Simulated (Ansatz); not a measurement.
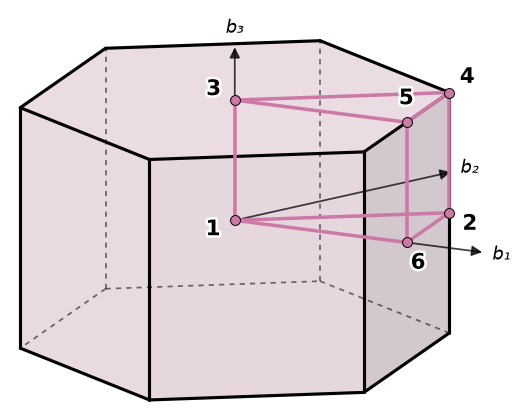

The first Brillouin zone of a primitive hexagonal lattice (hP; extended symbol hP2) is drawn with its special points numbered. Crystal: Be₂CN, the end point of a relaxation with Ansatz 0.2.0, DFT PBE, scalar-relativistic, plane waves, PAW; the starting structure was generated, so it need not be a known form of this composition. Symmetry computed with spglib at a tolerance of 0.002 Å; standard conventional cell.

a = 3.042 Å, b = 3.042 Å, c = 3.911 Å, α = 90.00°, β = 90.00°, γ = 120.00°.

Labels and path follow the convention of Hinuma et al. (2017), as computed by seekpath; the arrows show the directions of the reciprocal primitive vectors b₁, b₂, b₃, in which coordinates are given.

> Which special point is each number?

```tsv
no.	label	coordinates
1	Γ	(0, 0, 0)
2	K	(1/3, 1/3, 0)
3	A	(0, 0, 1/2)
4	H	(1/3, 1/3, 1/2)
5	L	(1/2, 0, 1/2)
6	M	(1/2, 0, 0)
```
